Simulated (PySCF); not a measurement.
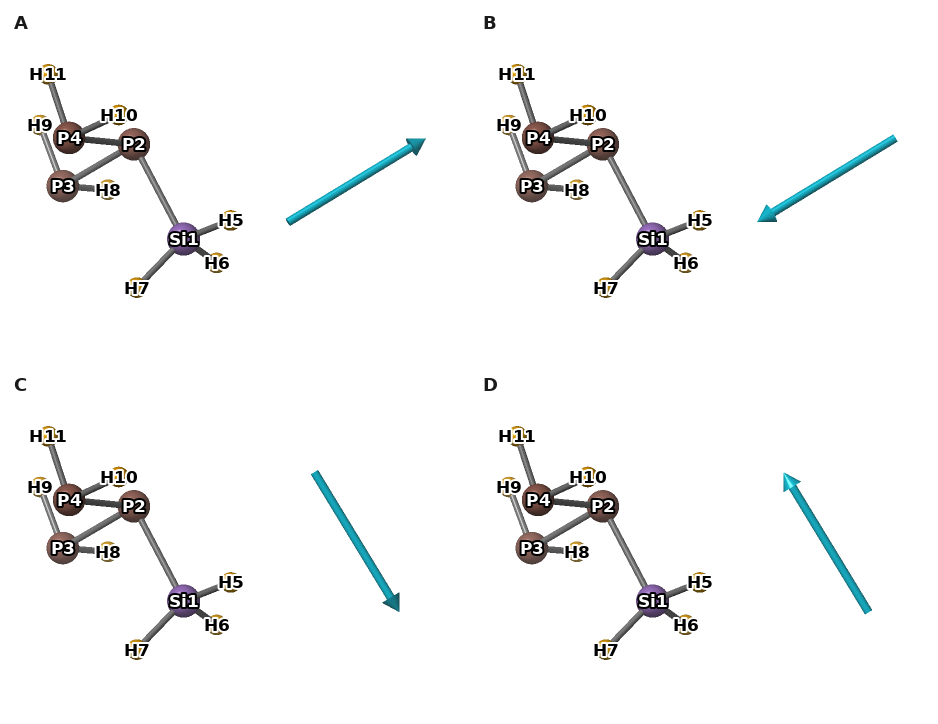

The same molecule four times, each with an arrow. The computed structure is the end point of a GFN2-xTB optimisation. No frequency run is at hand to confirm it as a minimum. Properties computed with PBE0/pcSseg-1, gas phase (PySCF 2.14.0).

Question: Which arrow points along the dipole moment, from the negative to the positive end?

Answer: A. The dipole moment is 0.79 D; it points from the side of H7 to the side of H5 (the outermost atoms at the two ends).

The geometry is semi-empirical. Around P, Si such bond lengths and angles can be off by a tenth of an ångström or more and by several degrees, and values that hang on the shape move with them.
